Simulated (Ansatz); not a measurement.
Geometry relaxation of C2H9FN2OSi (part 1 of 3)

The run: geometry relaxation of C2H9FN2OSi. Method and program: RKS PBE0-D4/STO-3G (Ansatz 0.2.0).

It belongs to a series of runs on one base structure; here: start relaxed. Figures and captions count atoms from 1; the log counts them from 0 in places.

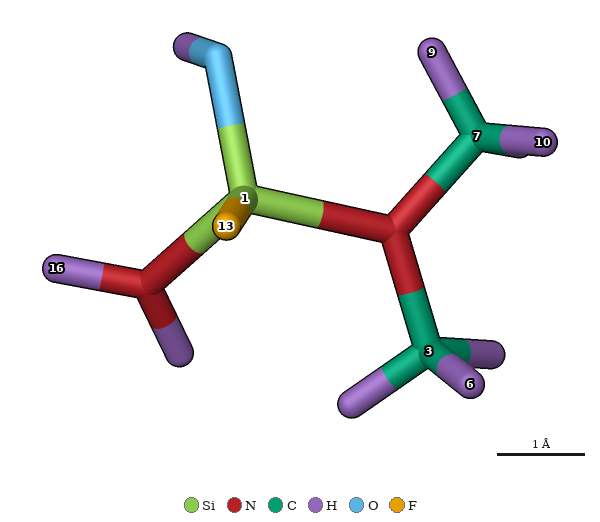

*The structure as given in the input (stick view, seen at a tilt; atoms are numbered from 1 in the order of the input).*

Bond lengths as drawn: C–H 1.11 Å, C–N 1.47 Å, F–Si 1.59 Å, H–N 1.06 Å, H–O 1.01 Å, N–Si 1.82 Å and O–Si 1.68 Å.

**Key numbers**

| quantity | value |
| --- | --- |
| outcome | converged |
| total energy | −17607.1111 eV |
| mean-field energy | −17606.7862 eV |
| largest force (length of the vector) at the end | 0.018 eV/Å |
| hardware | 1 thread of Arm Neoverse V2, 24 GiB of memory available, shared host |
| wall time | 2 min |
| peak memory | 0.19 GiB |

**The input**
```yaml
crystal:
  periodic: [false, false, false]
  atoms:
    - { symbol: Si, position_ang: [0.0, 0.0, 0.0] }
    - { symbol: "N", position_ang: [0.0, 0.0, 1.82] }
    - { symbol: C, position_ang: [-1.2162, -0.3762, 2.555] }
    - { symbol: H, position_ang: [-1.8642, -0.9999, 1.9045] }
    - { symbol: H, position_ang: [-0.9378, -0.9533, 3.4614] }
    - { symbol: H, position_ang: [-1.7663, 0.5401, 2.8549] }
    - { symbol: C, position_ang: [1.2162, 0.3762, 2.555] }
    - { symbol: H, position_ang: [1.4641, -0.4163, 3.2916] }
    - { symbol: H, position_ang: [2.0585, 0.4943, 1.8418] }
    - { symbol: H, position_ang: [1.0457, 1.3351, 3.0874] }
    - { symbol: O, position_ang: [1.5842, 0.0, -0.5594] }
    - { symbol: H, position_ang: [1.9006, -0.9521, -0.6761] }
    - { symbol: F, position_ang: [-0.7489, 1.2974, -0.5295] }
    - { symbol: "N", position_ang: [-0.8572, -1.4851, -0.6061] }
    - { symbol: H, position_ang: [-1.3922, -2.1014, 0.0704] }
    - { symbol: H, position_ang: [-0.8219, -1.7344, -1.6357] }
basis:
  gaussian: { orbitals: STO-3G }
hamiltonian:
  xc: pbe0
  dispersion: d4
relax:
  f_tol: 0.02
  max_steps: 40
output:
  orbitals: {}
```

Launched with:
```bash
ansatz run input.yaml --threads 1 --pin off --max-ram 2048MiB --backend cpu --events-out ev --progress --plain --runs-dir out
```

**Log**
```
The last accepted step is kept in [file] (removed where the run ends without a failure and the disk answers)
Engine: ansatz 0.2.0, aarch64-unknown-linux-gnu
Functional definition: PBE0
  parameter a = 0.25
  parameter kappa = 0.804
  parameter beta = 0.06672455060314922
  exchange = (1 - a)*pbe_x(kappa = kappa, mu = beta*pi^2/3) + a*exact_x
  correlation = pbe_c(beta = beta)
709 factors; integrals over basis functions are off by at most 1.4e-5 eV
mean field evaluation 1: about -17602.2882 eV, gradient 3.5e1 eV
mean field evaluation 2: about -17603.7469 eV, gradient 2.8e1 eV
mean field evaluation 4: about -17606.1292 eV, gradient 7.8e-1 eV
mean field evaluation 8: about -17606.0859 eV, gradient 3.9e-2 eV
mean field -17606.08587242 eV, -647.0117219778 hartree, gradient 1.4e-5 eV, S^2 0.000000; 0 other end points of the search recorded, 0 dependent functions left out
the calculation of the forces begins
reference -17606.08589387 eV, -647.0117227662 hartree; 33, 33 occupied and 15, 15 virtual orbitals, 709 factors
relax step   1: F+E_penalty+E_count = -17606.40904449 eV  Δ(F+E_penalty+E_count) = +0.000e0 eV  max|allowed force component| = 3.856e0 eV/Å  Δτ_max = 0.0000 Å  (22 SCF iters, accepted)
these checks for a lower state are left out or cut short: starts, cluster_reference, orbital_swaps, neighbouring_geometries, increment
709 factors; integrals over basis functions are off by at most 1.6e-5 eV
mean field evaluation 16: about -17606.6219 eV, gradient 1.6e-1 eV
mean field -17606.58018913 eV, -647.0298877819 hartree, gradient 1.6e-5 eV, S^2 0.000000; 0 other end points of the search recorded, 0 dependent functions left out
[... from here on the field's lines of each further geometry are left out, up to the last ...]
relax step   2: F+E_penalty+E_count = -17606.90514967 eV  Δ(F+E_penalty+E_count) = -4.961e-1 eV  max|allowed force component| = 1.894e0 eV/Å  Δτ_max = 0.1193 Å  (24 SCF iters, accepted)
relax step   3: F+E_penalty+E_count = -17607.01617621 eV  Δ(F+E_penalty+E_count) = -1.110e-1 eV  max|allowed force component| = 4.983e-1 eV/Å  Δτ_max = 0.1125 Å  (24 SCF iters, accepted)
relax step   4: F+E_penalty+E_count = -17607.04033685 eV  Δ(F+E_penalty+E_count) = -2.416e-2 eV  max|allowed force component| = 2.729e-1 eV/Å  Δτ_max = 0.0528 Å  (24 SCF iters, accepted)
relax step   5: F+E_penalty+E_count = -17607.06223772 eV  Δ(F+E_penalty+E_count) = -2.190e-2 eV  max|allowed force component| = 8.583e-1 eV/Å  Δτ_max = 0.1935 Å  (24 SCF iters, accepted)
relax step   6: F+E_penalty+E_count = -17607.08366374 eV  Δ(F+E_penalty+E_count) = -2.143e-2 eV  max|allowed force component| = 1.252e-1 eV/Å  Δτ_max = 0.1316 Å  (23 SCF iters, accepted)
relax step   7: F+E_penalty+E_count = -17607.08856095 eV  Δ(F+E_penalty+E_count) = -4.897e-3 eV  max|allowed force component| = 1.735e-1 eV/Å  Δτ_max = 0.0846 Å  (24 SCF iters, accepted)
relax step   8: F+E_penalty+E_count = -17607.08580908 eV  Δ(F+E_penalty+E_count) = +2.752e-3 eV  max|allowed force component| = 6.888e-1 eV/Å  Δτ_max = 0.1713 Å  (24 SCF iters, rejected (line search))
relax step   9: F+E_penalty+E_count = -17607.09578225 eV  Δ(F+E_penalty+E_count) = -7.221e-3 eV  max|allowed force component| = 8.597e-2 eV/Å  Δτ_max = 0.0855 Å  (24 SCF iters, accepted)
relax step  10: F+E_penalty+E_count = -17607.09762074 eV  Δ(F+E_penalty+E_count) = -1.838e-3 eV  max|allowed force component| = 5.125e-1 eV/Å  Δτ_max = 0.0952 Å  (24 SCF iters, accepted)
relax step  11: F+E_penalty+E_count = -17607.10065672 eV  Δ(F+E_penalty+E_count) = -3.036e-3 eV  max|allowed force component| = 2.073e-1 eV/Å  Δτ_max = 0.1111 Å  (24 SCF iters, accepted)
relax step  12: F+E_penalty+E_count = -17607.10461138 eV  Δ(F+E_penalty+E_count) = -3.955e-3 eV  max|allowed force component| = 1.064e-1 eV/Å  Δτ_max = 0.0405 Å  (25 SCF iters, accepted)
relax step  13: F+E_penalty+E_count = -17607.10522170 eV  Δ(F+E_penalty+E_count) = -6.103e-4 eV  max|allowed force component| = 1.067e-1 eV/Å  Δτ_max = 0.0311 Å  (25 SCF iters, accepted)
relax step  14: F+E_penalty+E_count = -17607.10622629 eV  Δ(F+E_penalty+E_count) = -1.005e-3 eV  max|allowed force component| = 7.905e-2 eV/Å  Δτ_max = 0.0359 Å  (25 SCF iters, accepted)
relax step  15: F+E_penalty+E_count = -17607.10704200 eV  Δ(F+E_penalty+E_count) = -8.157e-4 eV  max|allowed force component| = 7.586e-2 eV/Å  Δτ_max = 0.0376 Å  (24 SCF iters, accepted)
relax step  16: F+E_penalty+E_count = -17607.10660090 eV  Δ(F+E_penalty+E_count) = +4.411e-4 eV  max|allowed force component| = 3.405e-1 eV/Å  Δτ_max = 0.0924 Å  (23 SCF iters, rejected (line search))
relax step  17: F+E_penalty+E_count = -17607.10785373 eV  Δ(F+E_penalty+E_count) = -8.117e-4 eV  max|allowed force component| = 5.615e-2 eV/Å  Δτ_max = 0.0462 Å  (24 SCF iters, accepted)
relax step  18: F+E_penalty+E_count = -17607.10841295 eV  Δ(F+E_penalty+E_count) = -5.592e-4 eV  max|allowed force component| = 1.999e-1 eV/Å  Δτ_max = 0.0661 Å  (24 SCF iters, accepted)
relax step  19: F+E_penalty+E_count = -17607.10911069 eV  Δ(F+E_penalty+E_count) = -6.977e-4 eV  max|allowed force component| = 9.446e-2 eV/Å  Δτ_max = 0.0059 Å  (20 SCF iters, accepted)
relax step  20: F+E_penalty+E_count = -17607.10953433 eV  Δ(F+E_penalty+E_count) = -4.236e-4 eV  max|allowed force component| = 4.403e-2 eV/Å  Δτ_max = 0.0208 Å  (25 SCF iters, accepted)
relax step  21: F+E_penalty+E_count = -17607.11007778 eV  Δ(F+E_penalty+E_count) = -5.435e-4 eV  max|allowed force component| = 7.874e-2 eV/Å  Δτ_max = 0.0516 Å  (23 SCF iters, accepted)
relax step  22: F+E_penalty+E_count = -17607.11029687 eV  Δ(F+E_penalty+E_count) = -2.191e-4 eV  max|allowed force component| = 1.263e-1 eV/Å  Δτ_max = 0.0430 Å  (23 SCF iters, accepted)
relax step  23: F+E_penalty+E_count = -17607.11058690 eV  Δ(F+E_penalty+E_count) = -2.900e-4 eV  max|allowed force component| = 6.948e-2 eV/Å  Δτ_max = 0.0055 Å  (19 SCF iters, accepted)
relax step  24: F+E_penalty+E_count = -17607.11086823 eV  Δ(F+E_penalty+E_count) = -2.813e-4 eV  max|allowed force component| = 1.489e-2 eV/Å  Δτ_max = 0.0210 Å  (25 SCF iters, accepted)
relax step  25: F+E_penalty+E_count = -17607.11099708 eV  Δ(F+E_penalty+E_count) = -1.288e-4 eV  max|allowed force component| = 1.739e-2 eV/Å  Δτ_max = 0.0280 Å  (25 SCF iters, accepted)
relax step  26: F+E_penalty+E_count = -17607.11103596 eV  Δ(F+E_penalty+E_count) = -3.888e-5 eV  max|allowed force component| = 2.750e-2 eV/Å  Δτ_max = 0.0229 Å  (25 SCF iters, accepted)
the calculation of the forces begins
reference -17606.78618014 eV, -647.0374578120 hartree; 33, 33 occupied and 15, 15 virtual orbitals, 710 factors
relax step  27: F+E_penalty+E_count = -17607.11106520 eV  Δ(F+E_penalty+E_count) = -2.924e-5 eV  max|allowed force component| = 1.555e-2 eV/Å  Δτ_max = 0.0036 Å  (19 SCF iters, accepted)
```

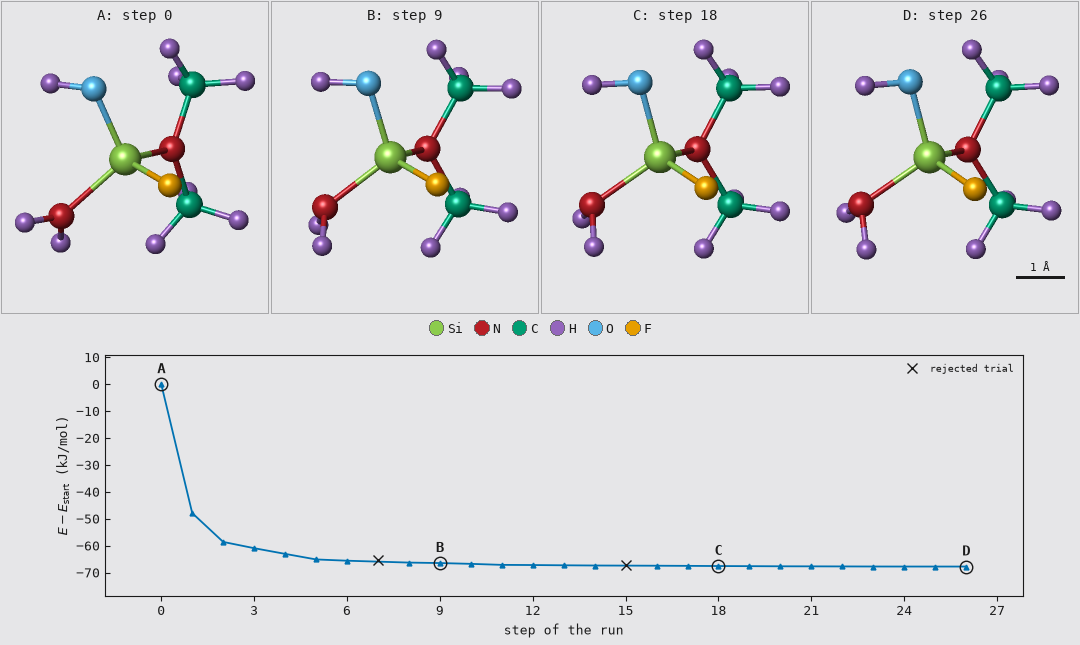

*Frames of the relaxation (ball-and-stick view, seen at a tilt) above the curves, on which the letters mark them (the first geometry is step 0 here and step 1 in the log).*

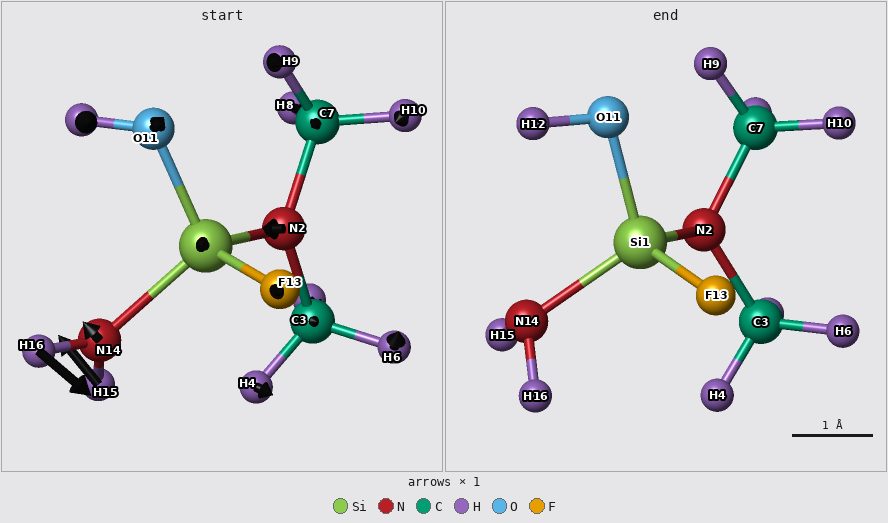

*Before (left) and after (right) the relaxation, at one scale (ball-and-stick view, seen at a tilt). The black arrows give the displacements, at true length.*

The energy falls by 67.7 kJ/mol in 26 geometry steps. The largest force component goes from 3.9 to 0.016 eV/Å. The line search rejected the trial steps at points 7, 15 (counted from 0) and went back. The largest move after the best rigid fit is that of H16, 0.90 Å. By element the largest moves are H 0.90 Å, N 0.34 Å, O 0.25 Å, F 0.21 Å, Si 0.19 Å, C 0.13 Å. Among the contacts that change: Si1–N2 1.820 → 1.742 Å, Si1–N14 1.819 → 1.748 Å, Si1–F13 1.589 → 1.629 Å, N14–H15 1.060 → 1.041 Å. Among the angles that change: H15–N14–H16 120.0° → 106.1°, C3–N2–C7 120.0° → 112.7°, Si1–N14–H15 120.0° → 113.1°. (Atoms are counted from 1 in the order of the input.)

```
710 factors; integrals over basis functions are off by at most 2.3e-5 eV
mean field -17606.78615823 eV, -647.0374570066 hartree, gradient 2.2e-5 eV, S^2 0.000000; 1 other end points of the search recorded, 0 dependent functions left out
the calculation of the forces begins
reference -17606.78618014 eV, -647.0374578120 hartree; 33, 33 occupied and 15, 15 virtual orbitals, 710 factors
Total energy: -17607.11108712 eV, -647.0493979230 hartree
Atom 0 at     0.074550    -0.172487     0.062946 Å, force    -0.002301    -0.002516    -0.000333 eV/Å
Atom 1 at     0.051012    -0.337130     1.797193 Å, force     0.000458     0.002194    -0.002366 eV/Å
Atom 2 at    -1.238186    -0.280873     2.513721 Å, force    -0.000702    -0.001350     0.000614 eV/Å
Atom 3 at    -2.017901    -0.786047     1.921077 Å, force     0.000106     0.000004    -0.000110 eV/Å
Atom 4 at    -1.160703    -0.801854     3.484176 Å, force    -0.000122     0.000560     0.000032 eV/Å
Atom 5 at    -1.587873     0.751193     2.722676 Å, force     0.000434     0.000035    -0.000238 eV/Å
Atom 6 at     1.159190     0.257557     2.571445 Å, force     0.000572    -0.001319    -0.000400 eV/Å
Atom 7 at     1.332173    -0.311366     3.502060 Å, force    -0.000131     0.000372     0.000082 eV/Å
Atom 8 at     2.074160     0.218061     1.958782 Å, force    -0.000095     0.000461     0.000408 eV/Å
Atom 9 at     0.979631     1.313686     2.857485 Å, force    -0.000196     0.000223    -0.000430 eV/Å
Atom 10 at     1.704889     0.038961    -0.332755 Å, force     0.000020    -0.006625    -0.007431 eV/Å
Atom 11 at     1.837676    -0.550777    -1.145711 Å, force     0.000471     0.006284     0.006968 eV/Å
Atom 12 at    -0.792696     1.103387    -0.459153 Å, force     0.000994    -0.001199     0.001043 eV/Å
Atom 13 at    -0.572096    -1.582563    -0.743498 Å, force    -0.015545    -0.005219     0.006911 eV/Å
Atom 14 at    -0.666142    -2.405267    -0.113128 Å, force     0.001280     0.010610    -0.010477 eV/Å
Atom 15 at    -1.513085    -1.430082    -1.162116 Å, force     0.014758    -0.002515     0.005729 eV/Å
Dipole moment:    -0.273510    -0.153361     0.047075 e Å
```

**Trajectory as extended XYZ (Å, eV, eV/Å), 27 frames, from step=1 to step=27**
```
16
Properties=species:S:1:pos:R:3:forces:R:3 step=1 energy=-17606.40904
Si    0.0000    0.0000    0.0000   -0.8703  -3.8559   1.8237
N     0.0000    0.0000    1.8200    0.2038  -0.5926  -3.3941
C    -1.2162   -0.3762    2.5550    0.7379   0.4276   0.0150
H    -1.8642   -0.9999    1.9045    0.0616   0.2334   0.3580
H    -0.9378   -0.9533    3.4614   -0.3248   0.0840  -0.0969
H    -1.7663    0.5401    2.8549   -0.3774  -0.3252   0.2946
C     1.2162    0.3762    2.5550   -0.8519  -0.1090   0.0604
H     1.4641   -0.4163    3.2916    0.2322   0.2927   0.0668
H     2.0585    0.4943    1.8418   -0.2716  -0.0336   0.1942
H     1.0457    1.3351    3.0874    0.4638  -0.0742   0.1991
O     1.5842    0.0000   -0.5594    0.5208   0.7401  -0.2068
H     1.9006   -0.9521   -0.6761   -0.4500  -0.0759   0.1715
F    -0.7489    1.2974   -0.5295   -0.3084   1.1070  -0.5334
N    -0.8572   -1.4851   -0.6061    1.0078   1.6901   0.9402
H    -1.3922   -2.1014    0.0704    0.6958   0.5576  -1.5890
H    -0.8219   -1.7344   -1.6357   -0.4694  -0.0661   1.6969
16
Properties=species:S:1:pos:R:3:forces:R:3 step=2 energy=-17606.90515
Si    0.0051   -0.0391   -0.0066   -0.6704  -1.8944   0.9658
N    -0.0087   -0.0565    1.7575   -0.1636  -0.2399  -0.6039
C    -1.2147   -0.3433    2.5585    0.0360  -0.0528  -0.1754
H    -1.9396   -0.9249    1.9586    0.1078   0.1158   0.0544
H    -0.9616   -0.9531    3.4460    0.0372   0.0157  -0.0377
H    -1.7528    0.5560    2.9298    0.1660   0.0261  -0.0645
C     1.1801    0.3458    2.5227   -0.0012   0.0371  -0.0522
H     1.4629   -0.4051    3.2881   -0.0906  -0.0007  -0.0775
H     2.0209    0.4420    1.8155    0.0260   0.0238   0.0138
H     1.0718    1.3160    3.0521   -0.0867  -0.0482  -0.0767
O     1.5988    0.0502   -0.5438    0.2567   0.4740  -0.1110
H     1.9147   -0.9020   -0.6518   -0.1324  -0.1739   0.0579
F    -0.7572    1.2671   -0.5373   -0.1475   0.6293  -0.3809
N    -0.7944   -1.4866   -0.5884    0.8046   1.1126   0.3870
H    -1.3040   -2.1331    0.0292    0.0605   0.0346  -0.2859
H    -0.8566   -1.7088   -1.5949   -0.2025  -0.0590   0.3868
```
